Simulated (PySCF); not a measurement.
ClH₃O₃Si, SMILES `O[Si](O)(O)Cl`.

PySCF calculation, PBE/def2-TZVP, gas phase; geometry: GFN2-xTB. No frequency check shows the geometry to be a minimum. GFN2-xTB bond lengths at metals and heavier atoms can be off by up to 0.1 Å and shapes distorted, which carries into these values.

Coordinates in Å:

```
O1      -0.8905    0.0676   -1.5177
Si2     -0.3430    0.0001    0.0001
O3      -0.8899    1.2806    0.8176
O4      -0.8899   -1.3483    0.7005
Cl5      1.6838   -0.0000   -0.0002
H6      -0.8207   -0.6884   -2.0939
H7      -0.8200    2.1576    0.4509
H8      -0.8197   -1.4693    1.6433
```

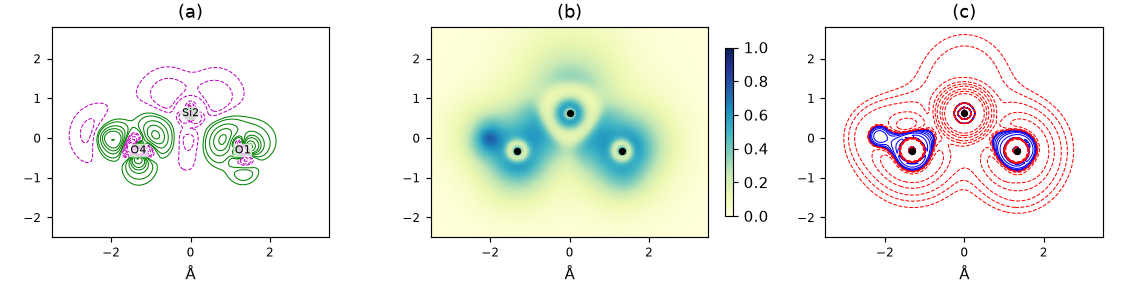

Three fields in the plane of O1, Si2 and O4. (a): solid green lines positive, dashed magenta lines negative. (c): solid blue lines positive, dashed red lines negative.

The panels show, in some order, the negative Laplacian of the density (−∇²ρ), localised orbital locator (LOL) and deformation density. Which is which?

(a) is the deformation density: it has both signs, with gains where valence electrons gather and losses around them. (b) is the localised orbital locator (LOL): it runs from 0 to 1, peaks where electrons are localised, as in bonds, and fades smoothly outside. (c) is the negative Laplacian of the density (−∇²ρ): shells alternate in sign around each nucleus and valence concentrations outline the bonding and non-bonding pairs.
